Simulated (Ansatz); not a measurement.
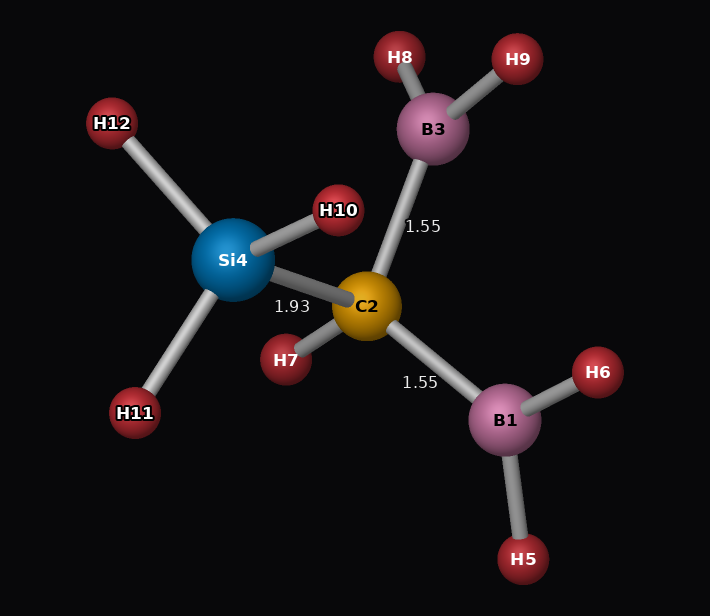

Bond lengths are marked in Å; every bond is drawn as one stick. The geometry was computed by an optimisation with PBE-D4/def2-SVP. No frequency run is at hand to confirm it as a minimum.

### Assign a bond order to each marked bond.

B1–C2 single; C2–B3 single; C2–Si4 single.

### Write the SMILES.

BC(B)[SiH3]
